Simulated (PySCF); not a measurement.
# Hydrogen peroxide (H2O2): NMR shifts at several levels of theory, part 2 of 2

PySCF 2.14.0. Atoms count from 0. The steps go on from the part before.

**12. Shielding tensors: B3LYP/pcSseg-2**

Job settings and geometry (Å):

```
{"job": {"kind": "nmr", "xc": "B3LYP", "basis": "pcSseg-2", "pop": false}, "charge": 0, "multiplicity": 1}
O     -0.667413     0.167070     0.220400
O      0.666541     0.270472    -0.250415
H     -1.065790    -0.376155    -0.473027
H      1.149942    -0.151827     0.472582
```

Method: GIAO B3LYP/pcSseg-2 NMR shielding, non-relativistic, gas phase.

Output:

```text
coarse grid: 3416 points
cycle   1  E = -151.5756099505  dE =  1.359e-01  |g| = 5.419e-01  |ddm| = 1.265e+00
cycle   2  E = -151.5483029409  dE =  2.731e-02  |g| = 6.759e-01  |ddm| = 6.985e-01
cycle   3  E = -151.6283603737  dE = -8.006e-02  |g| = 6.882e-02  |ddm| = 3.951e-01
cycle   4  E = -151.6290821720  dE = -7.218e-04  |g| = 6.135e-03  |ddm| = 3.053e-02
cycle   5  E = -151.6290880889  dE = -5.917e-06  |g| = 9.101e-04  |ddm| = 2.682e-03
final grid: 33160 points
cycle   6  E = -151.6213386403  dE = -3.198e-05  |g| = 2.271e-03  |ddm| = 9.274e-03
cycle   7  E = -151.6213382175  dE =  4.228e-07  |g| = 2.696e-03  |ddm| = 2.316e-03
cycle   8  E = -151.6213394585  dE = -1.241e-06  |g| = 3.264e-04  |ddm| = 1.413e-03
cycle   9  E = -151.6213394598  dE = -1.226e-09  |g| = 3.127e-04  |ddm| = 2.251e-04
cycle  10  E = -151.6213394759  dE = -1.612e-08  |g| = 1.918e-05  |ddm| = 1.207e-04
cycle  11  E = -151.6213394759  dE = -5.375e-11  |g| = 3.822e-06  |ddm| = 8.713e-06
converged SCF energy = -151.6213394759

GIAO shielding tensors (ppm)
atom      isotropic    diamagn.    paramagn.     s11        s22        s33       span
  0 O      124.707     379.960    -255.253    -43.381     84.460    333.040    376.421
  1 O      124.679     379.863    -255.185    -43.450     84.465    333.020    376.470
  2 H       25.597      29.787      -4.190     19.627     23.749     33.414     13.787
  3 H       25.594      29.772      -4.178     19.622     23.748     33.411     13.790
```

Wall time 1.1 s (1 thread of AMD EPYC 9R45, shared host); peak memory 0.34 GiB.

In short: δ O0 201.2, H2 5.79 ppm (means over like atoms).

**13. Shielding tensors: PBE0/pcSseg-2**

Job settings and geometry (Å):

```
{"job": {"kind": "nmr", "xc": "PBE0", "basis": "pcSseg-2", "pop": false}, "charge": 0, "multiplicity": 1}
O     -0.667413     0.167070     0.220400
O      0.666541     0.270472    -0.250415
H     -1.065790    -0.376155    -0.473027
H      1.149942    -0.151827     0.472582
```

Level: GIAO PBE0/pcSseg-2 NMR shielding, non-relativistic, gas phase.

Output:

```text
coarse grid: 3416 points
cycle   1  E = -151.4214102264  dE =  1.160e-01  |g| = 4.881e-01  |ddm| = 1.259e+00
cycle   2  E = -151.4154381170  dE =  5.972e-03  |g| = 5.309e-01  |ddm| = 5.827e-01
cycle   3  E = -151.4643525298  dE = -4.891e-02  |g| = 6.222e-02  |ddm| = 3.030e-01
cycle   4  E = -151.4649364642  dE = -5.839e-04  |g| = 5.904e-03  |ddm| = 2.727e-02
cycle   5  E = -151.4649420949  dE = -5.631e-06  |g| = 7.734e-04  |ddm| = 2.615e-03
final grid: 33160 points
cycle   6  E = -151.4574084606  dE = -3.417e-05  |g| = 2.549e-03  |ddm| = 9.296e-03
cycle   7  E = -151.4574083781  dE =  8.256e-08  |g| = 2.363e-03  |ddm| = 2.228e-03
cycle   8  E = -151.4574092883  dE = -9.102e-07  |g| = 3.994e-04  |ddm| = 1.320e-03
cycle   9  E = -151.4574093131  dE = -2.480e-08  |g| = 1.403e-04  |ddm| = 2.067e-04
cycle  10  E = -151.4574093156  dE = -2.540e-09  |g| = 6.218e-05  |ddm| = 6.946e-05
cycle  11  E = -151.4574093162  dE = -6.299e-10  |g| = 3.056e-06  |ddm| = 2.353e-05
converged SCF energy = -151.4574093162

GIAO shielding tensors (ppm)
atom      isotropic    diamagn.    paramagn.     s11        s22        s33       span
  0 O      135.552     380.443    -244.891    -25.974     96.615    336.014    361.988
  1 O      135.524     380.346    -244.822    -26.044     96.620    335.996    362.040
  2 H       25.640      29.624      -3.983     19.506     23.750     33.665     14.159
  3 H       25.637      29.610      -3.972     19.501     23.749     33.662     14.161
```

Run time: 1 s. Hardware: 1 thread of AMD EPYC 9R45, shared host; peak memory 0.34 GiB.

In short: δ O0 192.6, H2 5.61 ppm (means over like atoms).

**14. NMR shieldings: mPW1PW91/pcSseg-2**

Job settings and geometry (Å):

```
{"job": {"kind": "nmr", "xc": "mPW1PW91", "basis": "pcSseg-2", "pop": false}, "charge": 0, "multiplicity": 1}
O     -0.667413     0.167070     0.220400
O      0.666541     0.270472    -0.250415
H     -1.065790    -0.376155    -0.473027
H      1.149942    -0.151827     0.472582
```

Level: GIAO mPW1PW91/pcSseg-2 NMR shielding, non-relativistic, gas phase.

Output:

```text
coarse grid: 3416 points
cycle   1  E = -151.5379374275  dE =  1.167e-01  |g| = 5.019e-01  |ddm| = 1.259e+00
cycle   2  E = -151.5312701927  dE =  6.667e-03  |g| = 5.478e-01  |ddm| = 5.922e-01
cycle   3  E = -151.5831413908  dE = -5.187e-02  |g| = 6.175e-02  |ddm| = 3.078e-01
cycle   4  E = -151.5837133132  dE = -5.719e-04  |g| = 5.790e-03  |ddm| = 2.666e-02
cycle   5  E = -151.5837187200  dE = -5.407e-06  |g| = 7.787e-04  |ddm| = 2.702e-03
final grid: 33160 points
cycle   6  E = -151.5766856802  dE = -3.065e-05  |g| = 1.383e-03  |ddm| = 8.952e-03
cycle   7  E = -151.5766858368  dE = -1.565e-07  |g| = 4.698e-04  |ddm| = 8.288e-04
cycle   8  E = -151.5766858439  dE = -7.086e-09  |g| = 3.983e-04  |ddm| = 3.435e-04
cycle   9  E = -151.5766858682  dE = -2.432e-08  |g| = 1.113e-04  |ddm| = 1.798e-04
cycle  10  E = -151.5766858701  dE = -1.876e-09  |g| = 2.621e-05  |ddm| = 4.626e-05
cycle  11  E = -151.5766858702  dE = -1.158e-10  |g| = 5.164e-06  |ddm| = 1.493e-05
converged SCF energy = -151.5766858702

GIAO shielding tensors (ppm)
atom      isotropic    diamagn.    paramagn.     s11        s22        s33       span
  0 O      133.836     380.635    -246.799    -28.696     95.143    335.062    363.758
  1 O      133.808     380.538    -246.730    -28.768     95.149    335.042    363.810
  2 H       25.684      29.625      -3.942     19.584     23.771     33.696     14.112
  3 H       25.681      29.611      -3.930     19.579     23.770     33.694     14.115
```

Wall time 1 s (1 thread of AMD EPYC 9R45, shared host); peak memory 0.34 GiB.

In short: δ O0 193.3, H2 5.61 ppm (means over like atoms).

**15. Comparing the runs: NMR shifts**

Shifts (ppm), means over like atoms, with basis size and wall time (the measured row can stand on another reference than the computed rows):

| run | H2 | O0 | functions | time |
| --- | --- | --- | --- | --- |
| HF/pcSseg-2 | 5.66 | 164.6 | 100 | 0.49 s |
| LDA/pcSseg-2 | 5.90 | 207.7 | 100 | 1.4 s |
| PBE/pcSseg-2 | 5.70 | 206.2 | 100 | 1.8 s |
| BLYP/pcSseg-2 | 5.88 | 212.7 | 100 | 1.7 s |
| BP86/pcSseg-2 | 5.68 | 203.9 | 100 | 1.8 s |
| OPBE/pcSseg-2 | 5.53 | 198.8 | 100 | 1.9 s |
| KT2/pcSseg-2 | 5.47 | 195.8 | 100 | 1.8 s |
| KT3/pcSseg-2 | 5.57 | 199.8 | 100 | 1.8 s |
| B97-D/pcSseg-2 | 5.78 | 204.3 | 100 | 1.8 s |
| B3LYP/pcSseg-2 | 5.79 | 201.2 | 100 | 1.1 s |
| PBE0/pcSseg-2 | 5.61 | 192.6 | 100 | 1 s |
| mPW1PW91/pcSseg-2 | 5.61 | 193.3 | 100 | 1 s |
| measured | – | 210.1 | – | – |

Measured: water; Olsson, Cremer, J. Phys. Chem. 1996, 100, 16881.

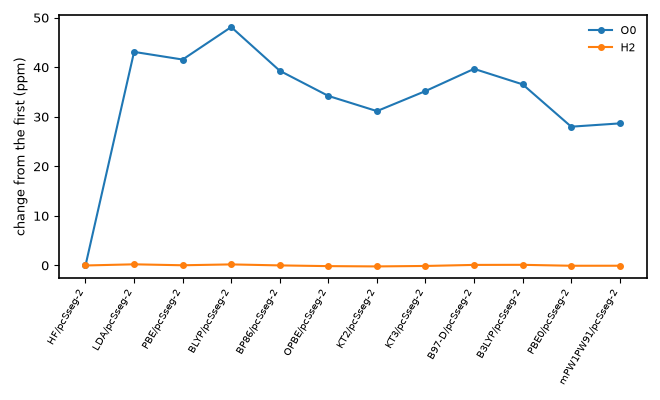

How the tabulated atoms move from run to run.

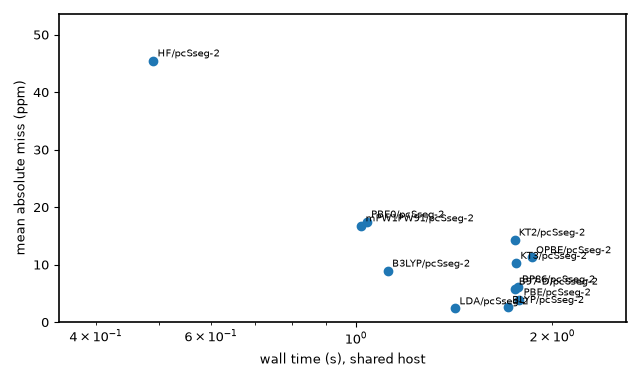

Cost against miss for the one measured 17O shift.

**16. What came out**

The summary covers parts 1 to 2.

| quantity | value |
| --- | --- |
| point group | C2 |
| rotational constants (main isotopes) | 305.03, 27.66, 26.54 GHz |
| 1H shifts against TMS (HF/pcSseg-2, means over atoms taken as alike) | 5.66 ppm |
| 17O shifts against H2O (HF/pcSseg-2, means over atoms taken as alike) | 164.6 ppm |
| measured, and computed on the same scale | O0 δ 210.1, 164.6 ppm |
| range of the shift of O0 | 164.6 to 212.7 ppm |

**Reading.** Single values in the summary come from the first run of each kind that ended normally (HF/pcSseg-2), which need not be the best level. The start was shaken at random, so part of the energy gained undoes that. Relaxing lowered the energy by 0.249 eV in 5 steps; the close pair that moved most is O0–H2, from 1.044 to 0.967 Å. At HF/pcSseg-2: The largest span, 329 ppm, is at O0, O1, where the paramagnetic term is -218 ppm. The one measured 17O shift is missed by -45.5 ppm (computed less measured, unscaled). Vibration, temperature and solvent are missing from the calculation, so part of the miss against the measured shifts is not the functional's. In ppm, O0 (with its like atoms) moves most: its shift spreads over 48.1 ppm, from 164.6 (HF/pcSseg-2) to 212.7 (BLYP/pcSseg-2). For the one measured 17O shift, LDA/pcSseg-2 misses least (2.4 ppm, 1.4 s) and HF/pcSseg-2 most (45.5 ppm, 0.49 s). One molecule ranks no method: errors cancel, and vibration and temperature are missing from all runs.
